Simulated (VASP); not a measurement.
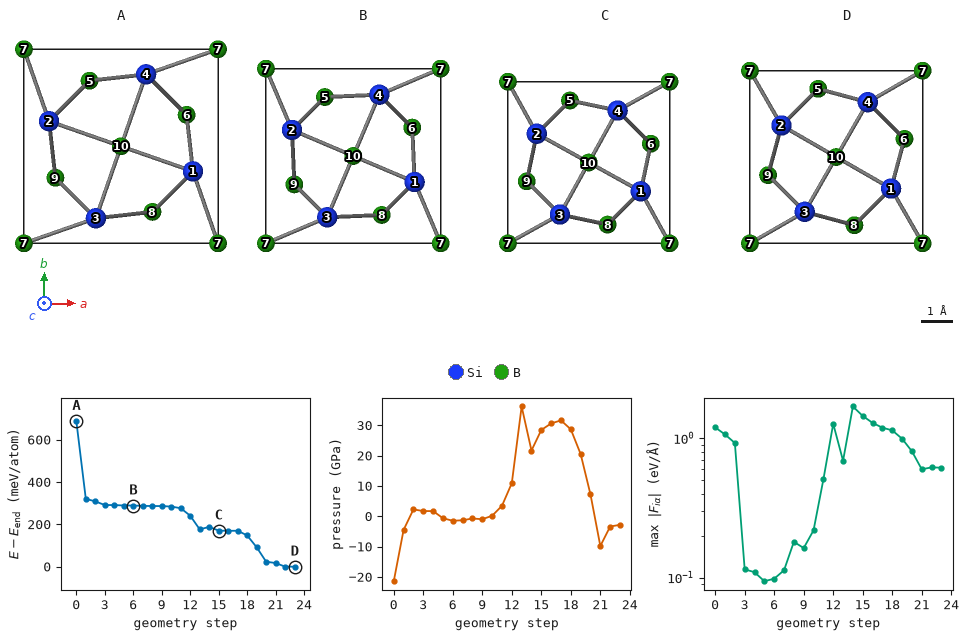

Frames of a relaxation of a crystal of Si₂B₃ (a generated structure, set up in P4/mbm), marked on the history of the run. A ball-and-stick model of the cell of the calculation, seen along the c axis.

The run lets cell and atoms move.

All numbers below come from Kohn-Sham DFT of a periodic cell, PBE, VASP PAW PBE potentials, recommended in VASP 6.6.1.

Input file:
```
SYSTEM = Si2B3
ALGO = Fast
EDIFF = 1E-4
EDIFFG = -0.08
ENCUT = 520
GGA = PE
IBRION = 2
ISIF = 3
ISMEAR = 0
LASPH = .True.
LCHARG = .False.
LREAL = Auto
LWAVE = .False.
NELM = 60
NSW = 24
PREC = Normal
SIGMA = 0.15
```

Command:
```bash
cat potpaw_PBE.64/Si/POTCAR potpaw_PBE.64/B/POTCAR > POTCAR
mpirun -np 1 vasp_std > vasp.out
```

Q: What happens along the run?

A: The relaxation stopped without meeting its thresholds, so the last structure isn't shown to be converged. Over 23 geometry steps the energy falls by 688 meV per atom. Largest force component: 1.2 eV/Å at the start, 0.61 eV/Å at the end. The pressure goes from −21.41 to −2.81 GPa. The largest moves relative to the cell, 0.46 Å, are those of B5, B6, B8 and B9. B8 goes along [−1 −1 0]. By element the largest moves are B 0.46 Å, Si 0.43 Å. Cell: a = b 6.434 → 5.723 Å (−11.0 %), c 3.259 → 3.063 Å (−6.0 %). Volume −25.6 %. Among the contacts that change: B5–B8 2.949 → 1.700 Å, Si1–Si3 3.572 → 2.964 Å, Si1–Si2 2.352 → 2.956 Å, Si1–B10 2.526 → 2.096 Å. New bonds form, among them: B5–B8 (2.95 → 1.70 Å), B6–B9 (2.95 → 1.70 Å). The space group stays P4/mbm (No. 127). The volume changes by over a tenth within one run on a fixed set of plane waves, so the end point should be relaxed again from the new cell. From step 0 to 6: Si atoms move most (0.16 Å), volume −25.7 %, energy −399 meV per atom. From step 6 to 15: B atoms move most (0.35 Å), volume −15.6 %, energy −119 meV per atom. From step 15 to 23: B atoms move most (0.09 Å), volume +18.5 %, energy −170 meV per atom.
